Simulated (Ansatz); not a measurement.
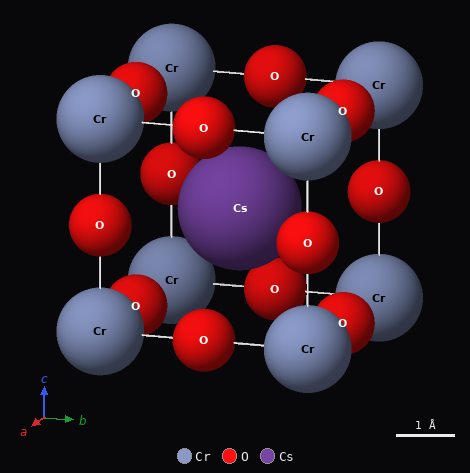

This spheres-only model is shown slightly off an axis. Lines trace the edges of the simulation cell.

```
CELL_PARAMETERS angstrom
3.82964 0.00000 0.00000
0.00000 3.82964 0.00000
0.00000 0.00000 3.82964
ATOMIC_POSITIONS crystal
Cr 0.00000 0.00000 0.00000
O 0.50000 0.00000 0.00000
O 0.00000 0.50000 0.00000
O 0.00000 0.00000 0.50000
Cs 0.50000 0.50000 0.50000
```

Calculation details: DFT, PAW plane waves, r2SCAN (Ansatz 0.2.0); E_cut = 500 eV, k-point mesh 6×6×6, Fermi-Dirac smearing of 0.1 eV, collinear spins. The state is ferromagnetic. The pressure of the cell is 17 GPa.

**How charged are the atoms, by the Bader scheme?**

Cs +0.95 e; Cr +2.09 e; O -1.01 e.

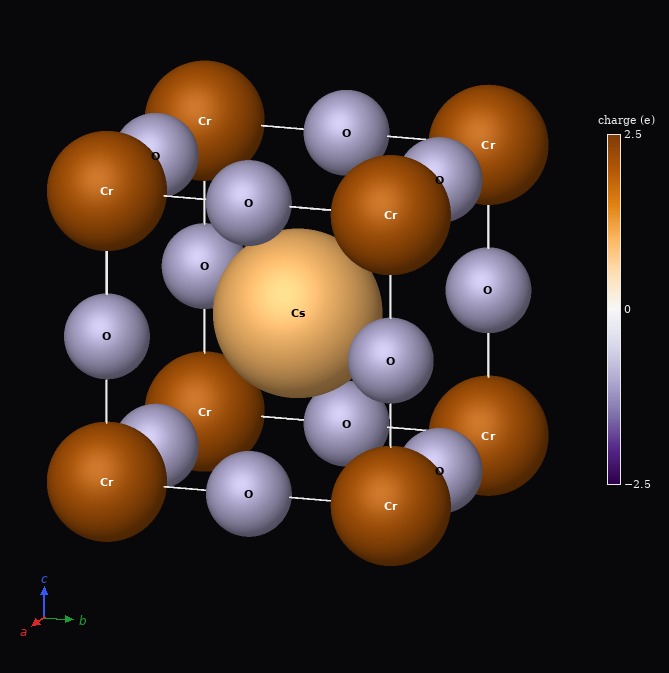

The atoms coloured by those charges.

Note that this is a generated cell, made by putting these elements into a known structure type (the compound may or may not exist in this form), and that it hasn't been relaxed. Ansatz was used for an electronic-structure calculation on it.

At this level of theory the cell isn't at rest (compressed, at 17 GPa), so its distances can differ from those at equilibrium, the more so the softer the solid, and its magnetic state may change on relaxation.
